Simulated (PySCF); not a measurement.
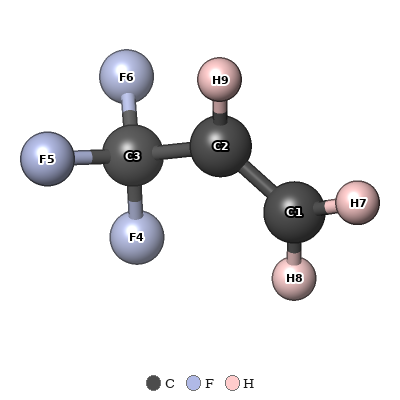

Geometry used (C₃H₃F₃, SMILES C=CC(F)(F)F).

GIAO shifts, PBE0/6-31G(d) with PySCF, at a PBE0-D3(BJ)/def2-SVP geometry (no frequency check), against TMS for ¹³C and TMS for ¹H computed at the same level. Gas phase, fully decoupled, line heights follow the number of nuclei, widths are arbitrary (no quadrupolar broadening); values of one conformer, averaged over methyl-type rotors and exact or near symmetry.

Question: How many ¹³C lines appear, and where?

Answer: 3 signals.


```tsv
δ (ppm)	nuclei	atoms
124.1	1	C2
120.2	1	C3
119.1	1	C1
```

The order of signals that lie close, as those under 2 ppm apart, is within the error of the method.

Question: Predict the ¹H spectrum.

Answer: 3 signals.


```csv
δ (ppm),nuclei,atoms
5.94,1,H8
5.84,1,H9
5.58,1,H7
```

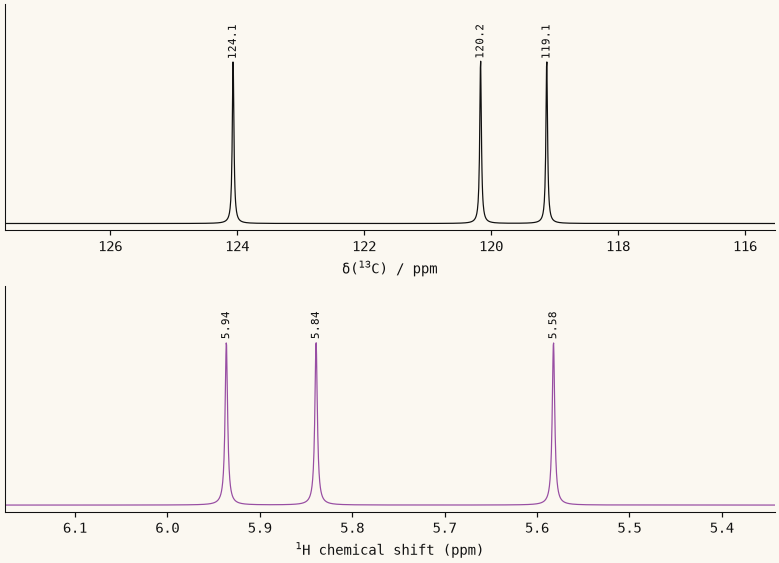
